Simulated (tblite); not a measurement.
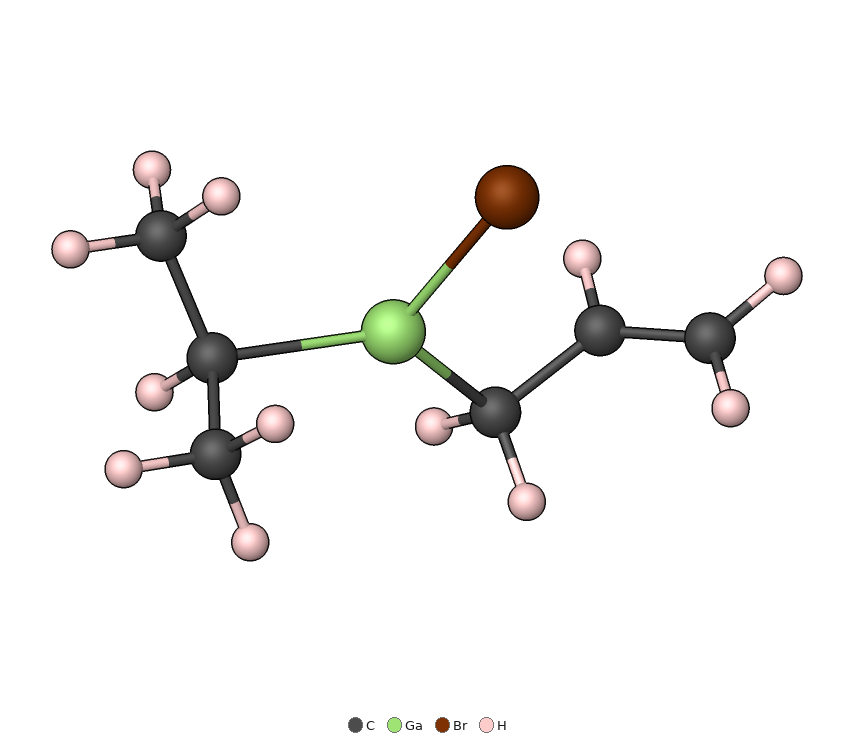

(Drawn from a calculation with tblite.)

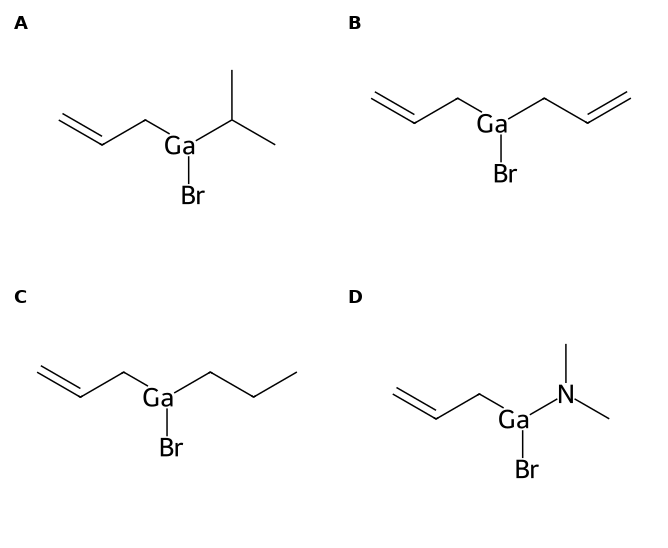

Which structural formula matches the 3D model?

Answer. A, `C=C[CH2][Ga]([Br])[CH](C)C`.
